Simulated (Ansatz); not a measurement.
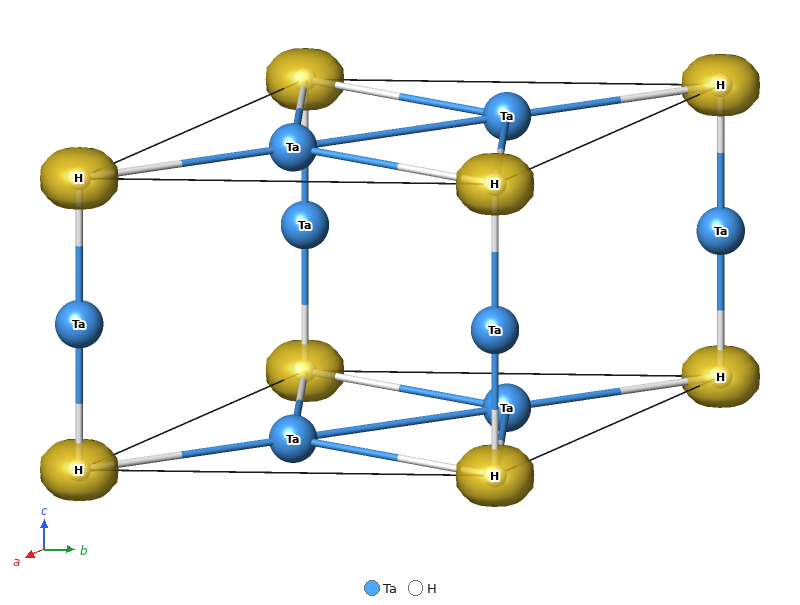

Ta3H. Isosurface of the ELF at 0.9 (yellow), seen at an oblique angle. Core shells and regions of very low density are left out. Sticks mark near contacts.

Space group P6/mmm; a structure generated by program, which may or may not match a known phase.

Computed with Ansatz 0.2.0, DFT PBE, scalar-relativistic, plane waves, PAW.

In a PAW calculation such maps are meaningful between the atoms, not at the nuclei.

Where are the electrons localised?

At this value the surface marks out one region around a hydrogen nucleus, counted in one cell of 4 atoms. Regions shared between cells count once.

Values along the shortest contacts:
Ta–H (1.68 Å): the ELF climbs to about 1 towards the hydrogen. Ta–Ta (2.66 Å): the ELF is about 0.30 at the midpoint: no localised pair shows between them.
